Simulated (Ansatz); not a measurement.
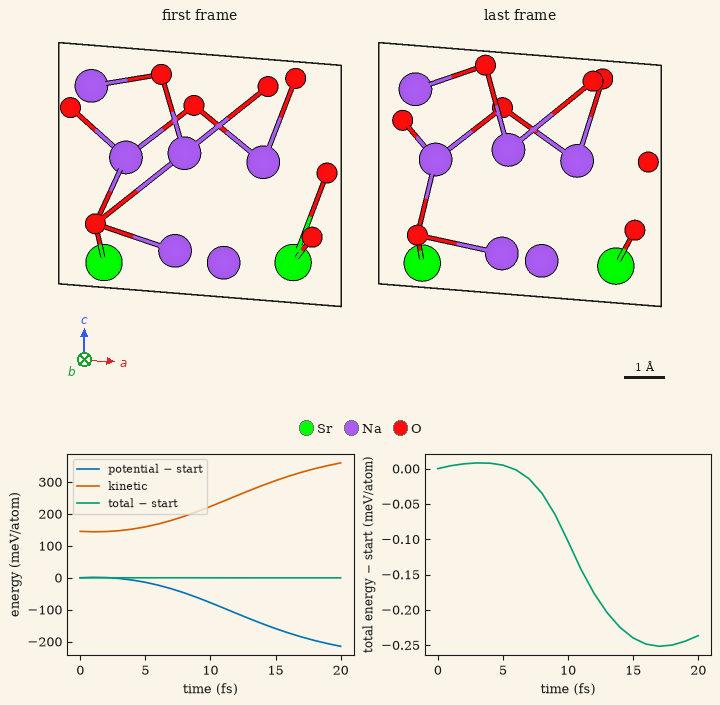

First-principles dynamics of an amorphous cell of composition Na3SrO4 (16 atoms in the cell), 20 fs long. A ball-and-stick model of the simulation cell, seen along the b axis. Bonds to atoms that aren't drawn are left out.

Method: Ansatz, DFT, PAW plane waves, PBE. Settings: plane-wave cutoff 420 eV; k-point mesh 2 × 3 × 3; Gaussian smearing 0.1 eV; constant energy (NVE); velocities drawn for 1200 K; time step 1 fs.

Q: How well is the energy conserved, and can the run be trusted?

A: The total energy stays between −0.25 and 0.0081 meV per atom of its start. A straight-line fit has a slope that amounts to −0.34 meV per atom over 20 fs (0.1 % of the mean kinetic energy), and the ripple about it is under 0.1 % of the kinetic energy's fluctuation. With a drift under 2 % and a ripple under 7 %, the integration is accurate. The mean temperature in the second half is 2467 K (standard deviation 364 K). It is well above the start because potential energy is released as heat. The potential energy is still drifting at the end, so the run hasn't reached equilibrium. The potential energy in the second half lies on average 154 meV per atom below the first frame.

Limits of the set-up: the periodic images lie only 5.4 Å apart, so the values are limited by the cell's size.

The run took 84 s on 2 threads of Intel(R) Xeon(R) Platinum 8488C (Sapphire Rapids), on a shared host, peak memory 0.7 GiB.
